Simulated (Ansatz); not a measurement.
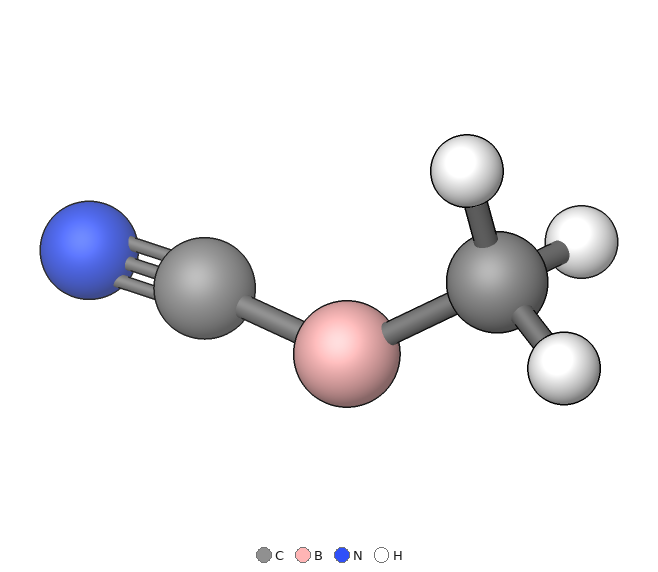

Charge 0, doublet. The geometry was computed by an optimisation with PBE0-D4/def2-TZVP. No frequency run is at hand to confirm it as a minimum. Level of theory: UKS PBE0-D4/def2-TZVP (Ansatz 0.2.0).

Predict the main results.

The species is C₂H₃BN (`C[B]C#N`).
- dipole moment: 3.79 D
- ⟨S²⟩ of the determinant: 0.759
- dispersion correction: −8.2 kJ/mol
